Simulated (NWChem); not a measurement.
**SiHF3 (SMILES F[SiH](F)F): levels of theory compared**

Wanted: a comparison of 4 runs (BLYP/def2-SVPD, MP2/def2-SVPD, CCSD/def2-SVPD, CCSD(T)/def2-SVPD) of SiHF3. 

Program for the calculation: NWChem 7.3.0.

4 further runs of the same task are left out: 4 that didn't finish.

**1. The structure to begin with**

SiHF3 has 5 atoms, charge 0, and is taken as a singlet. As SMILES, `F[SiH](F)F`. The Si2–F4 distance was set to 3.460 Å, away from the relaxed value. At this shape a bond of the SMILES string is far longer than usual.

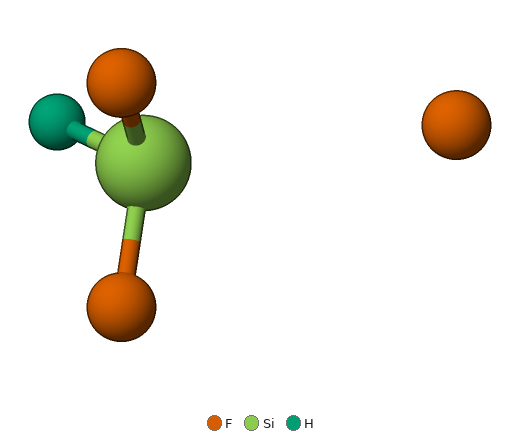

Viewed from a chosen angle; fluorine orange, silicon green, hydrogen teal.

**2. A single-point energy at BLYP/def2-SVPD (run 1)**

Contents of mymol.xyz:

```xyz
5

F      0.196830     1.435823     2.409794
Si     0.684630     1.519723     0.916694
F      0.046830     2.799423     0.261294
F     -0.495900    -1.263300    -0.767200
H      2.143330     1.580423     0.853394
```

Contents of run.py:

```python
from ase.io import read
from ase.calculators.nwchem import NWChem

mol = read('mymol.xyz')

calc = NWChem(
    label='mymol',
    theory='dft',
    memory='2200 mb',
    basis='def2-SVPD',
    basispar='spherical bse',
    dft={'xc': 'becke88 lyp', 'mult': '1', 'grid': 'fine', 'convergence': 'energy 1e-08', 'iterations': '100', 'mulliken': None, 'print': 'low'},
    task='energy',
)
mol.calc = calc

print(f"energy = {mol.get_potential_energy():.6f} eV")
```

On the command line:

```bash
export ASE_NWCHEM_COMMAND="nwchem PREFIX.nwi > PREFIX.nwo"
python run.py
```

What it wrote:

```text
energy = -16034.977529 eV
```

The calculator wrote mymol.nwi:

```
title "mymol"

permanent_dir mymol

scratch_dir mymol

start mymol

geometry units angstrom nocenter noautosym noautoz
  F  1.9683000000000000e-01 1.4358230000000001e+00 2.4097940000000002e+00
  Si 6.8462999999999996e-01 1.5197229999999999e+00 9.1669400000000001e-01
  F  4.6829999999999997e-02 2.7994230000000000e+00 2.6129400000000003e-01
  F  -4.9590000000000001e-01 -1.2633000000000001e+00 -7.6719999999999999e-01
  H  2.1433300000000002e+00 1.5804229999999999e+00 8.5339399999999999e-01
end

memory 2200 mb

basis spherical bse noprint
   * library def2-SVPD
end

dft
  xc becke88 lyp
  mult 1
  grid fine
  convergence energy 1e-08
  iterations 100
  mulliken
  print low
end

task dft energy
```

mymol.nwo:

```text
Northwest Computational Chemistry Package (NWChem) 7.3.0
             --------------------------------------------------------

           Job information
           ---------------

    nwchem branch   = 7.3.0
    use scalapack   = T
    input           = mymol.nwi
    prefix          = mymol.
    data base       = mymol/mymol.db
    status          = startup
    nproc           =        1

           Memory information
           ------------------

    heap     =     72089598 doubles =      550.0 Mbytes
    stack    =     72089595 doubles =      550.0 Mbytes
    global   =    144179200 doubles =     1100.0 Mbytes (distinct from heap & stack)
    total    =    288358393 doubles =     2200.0 Mbytes
    verify   = yes
    hardfail = no

[... 37 lines left out ...]
            Nuclear Dipole moment (a.u.)
[... 64 lines left out ...]
   convergence    iter        energy       DeltaE   RMS-Dens  Diis-err    time
[... 14 lines left out ...]
         Total DFT energy =     -589.274560103137
      One electron energy =    -1118.529426353948
           Coulomb energy =      430.593300987890
    Exchange-Corr. energy =      -52.504857092494
 Nuclear repulsion energy =      151.166422355415
[... 17 lines left out ...]
     -------------------------------------------
      Total Density - Lowdin Population Analysis
     -------------------------------------------

    Atom       Charge   Shell Charges
 -----------   ------   -------------------------------------------------------
    1 F    9     9.33   1.98  1.00  0.65  0.14  3.19  1.93  0.31  0.01  0.13
    2 Si  14    12.81   2.00  1.89  0.41  0.19  0.13  5.79  1.00  0.53  0.56  0.29
    3 F    9     9.33   1.98  1.00  0.65  0.14  3.19  1.93  0.31  0.01  0.13
    4 F    9     9.50   1.98  1.05  0.79  0.18  3.11  1.95  0.45  0.00  0.00
    5 H    1     1.02   0.58  0.30  0.02  0.12

 Task  times  cpu:       87.5s     wall:       87.5s
 Total times  cpu:       87.6s     wall:       87.6s
```

It took 89 s on 1 thread of Intel Xeon Platinum 8488C (Sapphire Rapids), shared host; peak memory 0.11 GiB.

**3. A single-point energy at MP2/def2-SVPD (run 2)**

Contents of run.py:

```python
from ase import Atoms
from ase.calculators.nwchem import NWChem

system = Atoms(['F', 'Si', 'F', 'F', 'H'], positions=[
    [0.196830, 1.435823, 2.409794],
    [0.684630, 1.519723, 0.916694],
    [0.046830, 2.799423, 0.261294],
    [-0.495900, -1.263300, -0.767200],
    [2.143330, 1.580423, 0.853394],
])

calc = NWChem(
    label='f3hsi',
    theory='mp2',
    memory='2200 mb',
    basis='def2-SVPD',
    basispar='spherical bse',
    scf={'nopen': '0', 'rhf': None, 'thresh': '1e-08', 'maxiter': '80'},
    mp2={'freeze': 'core 8', 'tight': None},
    task='energy',
)
system.calc = calc

print("Total energy (eV):", round(system.get_potential_energy(), 6))
```

On the command line:

```bash
export ASE_NWCHEM_COMMAND="nwchem PREFIX.nwi > PREFIX.nwo"
python run.py
```

What it wrote:

```text
Total energy (eV): -16004.142341
```

The calculator wrote f3hsi.nwi:

```
title "f3hsi"

permanent_dir f3hsi

scratch_dir f3hsi

start f3hsi

geometry units angstrom nocenter noautosym noautoz
  F  1.9683000000000000e-01 1.4358230000000001e+00 2.4097940000000002e+00
  Si 6.8462999999999996e-01 1.5197229999999999e+00 9.1669400000000001e-01
  F  4.6829999999999997e-02 2.7994230000000000e+00 2.6129400000000003e-01
  F  -4.9590000000000001e-01 -1.2633000000000001e+00 -7.6719999999999999e-01
  H  2.1433300000000002e+00 1.5804229999999999e+00 8.5339399999999999e-01
end

memory 2200 mb

basis spherical bse noprint
   * library def2-SVPD
end

scf
  nopen 0
  rhf
  thresh 1e-08
  maxiter 80
end
mp2
  freeze core 8
  tight
end

task mp2 energy
```

f3hsi.nwo:

```text
Northwest Computational Chemistry Package (NWChem) 7.3.0
             --------------------------------------------------------

           Job information
           ---------------

    nwchem branch   = 7.3.0
    use scalapack   = T
    input           = f3hsi.nwi
    prefix          = f3hsi.
    data base       = f3hsi/f3hsi.db
    status          = startup
    nproc           =        1

           Memory information
           ------------------

    heap     =     72089598 doubles =      550.0 Mbytes
    stack    =     72089595 doubles =      550.0 Mbytes
    global   =    144179200 doubles =     1100.0 Mbytes (distinct from heap & stack)
    total    =    288358393 doubles =     2200.0 Mbytes
    verify   = yes
    hardfail = no

[... 37 lines left out ...]
            Nuclear Dipole moment (a.u.)
[... 75 lines left out ...]
 1-e energy   =   -1118.831283
[... 7 lines left out ...]
         Quadratically convergent ROHF
[... 3 lines left out ...]
 Final Fock-matrix accuracy:          1.000E-10
[... 16 lines left out ...]
       Final RHF  results
[... 3 lines left out ...]
      One-electron energy =  -1117.980435568092
[... 1 line left out ...]
 Nuclear repulsion energy =    151.166422355415
[... 39 lines left out ...]
                       ROHF Final Molecular Orbital Analysis
[... 346 lines left out ...]
          -------------------------------------------
          SCF energy                -587.421319170720
          Correlation energy          -0.720068663096
          Singlet pairs               -0.428619057982
          Triplet pairs               -0.291449605114
          Total MP2 energy          -588.141387833816
          -------------------------------------------

          ---------------------------------------------------
                    Spin Component Scaled (SCS) MP2
          Same spin pairs                     -0.194299736743
          Same spin scaling factor             0.333333333333
          Opposite spin pairs                 -0.525768926353
          Opposite spin scaling fact.          1.200000000000
          SCS-MP2 correlation energy          -0.695689290538
          Total SCS-MP2 energy              -588.117008461258
          ---------------------------------------------------

 -----------------------
 Task  times  cpu:       21.1s     wall:       21.1s
 Total times  cpu:       21.1s     wall:       21.1s
```

Run time: 23 s. Hardware: 1 thread of Intel Xeon Platinum 8488C (Sapphire Rapids), shared host; peak memory 0.29 GiB.

Run 3 isn't shown in full; the table further down has it.

**4. The energy at CCSD(T)/def2-SVPD (run 4)**

Contents of f3hsi.xyz:

```xyz
5
F3HSi
F      0.196830     1.435823     2.409794
Si     0.684630     1.519723     0.916694
F      0.046830     2.799423     0.261294
F     -0.495900    -1.263300    -0.767200
H      2.143330     1.580423     0.853394
```

Contents of f3hsi.nw:

```
start f3hsi
title "F3HSi"
memory 2200 mb

geometry noautosym nocenter noautoz
load format xyz f3hsi.xyz
end

basis "ao basis" spherical bse
* library def2-SVPD
end

scf
thresh 1e-08
maxiter 80
end

ccsd
freeze core 8
maxiter 60
end

task ccsd(t) energy
```

On the command line:

```bash
nwchem f3hsi.nw > f3hsi.out
```

What it wrote:

```text
[...]
  functions       =   101
[...]
  wavefunction    = RHF
[...]
         Total SCF energy =   -587.421319170680
      One-electron energy =  -1117.980435568025
      Two-electron energy =    379.392694041930
 Nuclear repulsion energy =    151.166422355416
        Time for solution =     18.9s
[...]
 Total MP2 energy:           -588.141387833776548
[...]
             energy      energy      error      ampl     ampl      Block
                                                time     time      time
[...]
 Total CCSD energy:           -588.149642162816576
[...]
 Total CCSD+T(CCSD) energy:           -588.217916275626749
[...]
 Total CCSD(T) energy:                -588.195496235604082
[...]
```

It took 4.2 min on 1 thread of Intel Xeon Platinum 8488C (Sapphire Rapids), shared host; peak memory 0.35 GiB.

**5. Overview of the runs**

| run | level | integration grid | iteration cap | energy (Eh) | wall time |
| --- | --- | --- | --- | --- | --- |
| 1 | BLYP/def2-SVPD | fine | 100 | -589.274560 | 89 s |
| 2 | MP2/def2-SVPD | – | 80 | -588.141388 | 23 s |
| 3 | CCSD/def2-SVPD | – | 80 | -588.149642 | 3.5 min |
| 4 | CCSD(T)/def2-SVPD | – | 80 | -588.195496 | 4.2 min |

**6. Results**

| quantity | value |
| --- | --- |
| run 4: total energy | -588.19550 Eh |
| run 4: HOMO energy (Hartree–Fock orbitals) | -10.66 eV |
| run 4: LUMO energy (Hartree–Fock orbitals) | -3.09 eV |
| run 4: HOMO–LUMO gap (Hartree–Fock orbitals) | 7.57 eV |
| run 4: correlation energy (8 core orbitals frozen) | -774.2 mEh |
| run 4: (T) correction | -45.85 mEh |

**Reading.** In runs 1, 2, 3, 4 a closed-shell determinant meets a far-stretched bond, which it describes badly. All runs together took 9.6 min, the longest 4.2 min.
